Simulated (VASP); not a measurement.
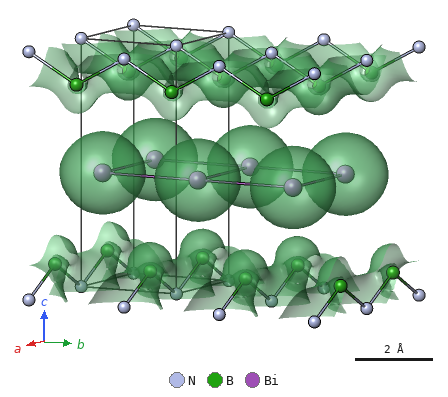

The picture shows: BiB₂N. Isosurface of the valence pseudo-density at 0.5 e/Å³ (green), seen at an oblique angle. Sticks mark near contacts.

Space group P-4m2; a generated structure, not necessarily the stable one.

The calculation used VASP 6.6.1, Kohn-Sham DFT of a periodic cell, r2SCAN, VASP PAW PBE potentials, recommended.

Core electrons are frozen (PAW), and the valence fields are smoothed inside the atomic spheres.

> What does this surface tell about the bonding?

At this value the density is joined into sheets; it holds about 70 % of the electrons treated as valence. It bridges the shortest B–N (1.61 Å) contacts, where the density stays above the isovalue. It is pinched off along the shortest Bi–Bi (2.83 Å) contacts. On the grid the lowest density along these lines, outside the cores, is 1 e/Å³ (B–N, 1.61 Å) and 0.39 e/Å³ (Bi–Bi, 2.83 Å).
